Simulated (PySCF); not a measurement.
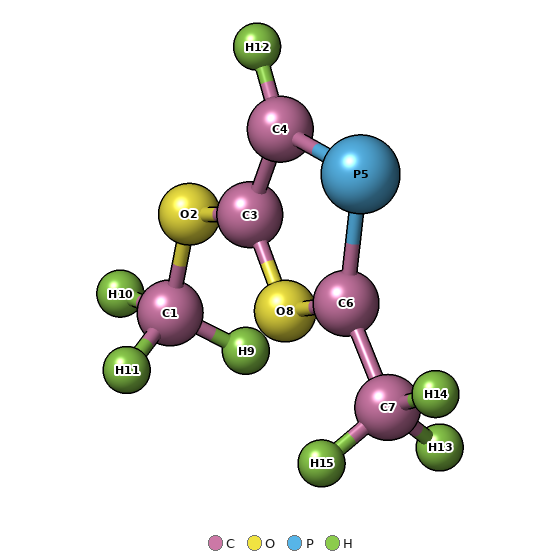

Geometry used (C₅H₇O₂P, SMILES COc1cpc(C)o1).

GIAO shifts, PBE0/pcSseg-1 (IEF-PCM chloroform) with PySCF, at a PBE0-D3(BJ)/def2-SVP geometry (no frequency check), against H₂O for ¹⁷O and TMS for ¹H computed at the same level (¹⁷O: a single water molecule, while the usual scale starts at liquid water and gives values some tens of ppm lower). fully decoupled, line heights follow the number of nuclei, widths are arbitrary (no quadrupolar broadening); values of one conformer, averaged over methyl-type rotors and exact or near symmetry; other conformers aren't averaged in.

### Predict the ¹⁷O spectrum.

2 signals.


```tsv
δ (ppm)	nuclei	atoms
347.9	1	O8
107.1	1	O2
```

### How many ¹H lines appear, and where?

3 signals.


| δ (ppm) | nuclei | atoms |
| --- | --- | --- |
| 5.50 | 1 | H12 |
| 3.94 | 3 | H9, H10, H11 |
| 2.65 | 3 | H13, H14, H15 |

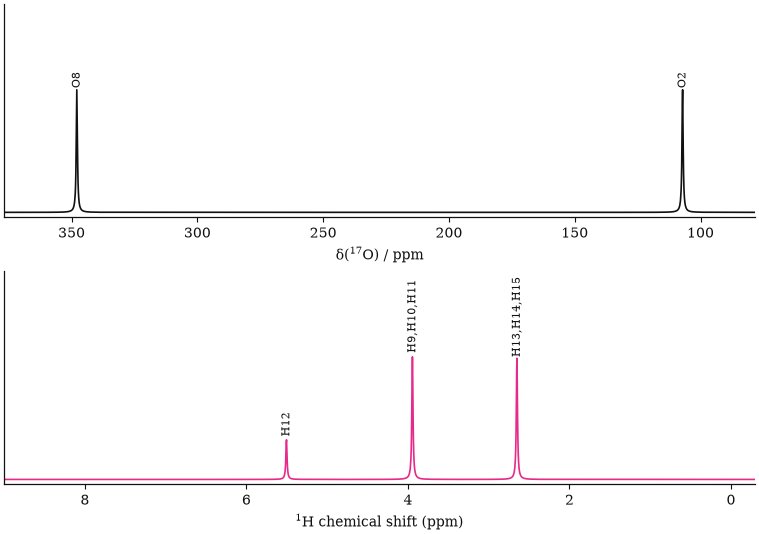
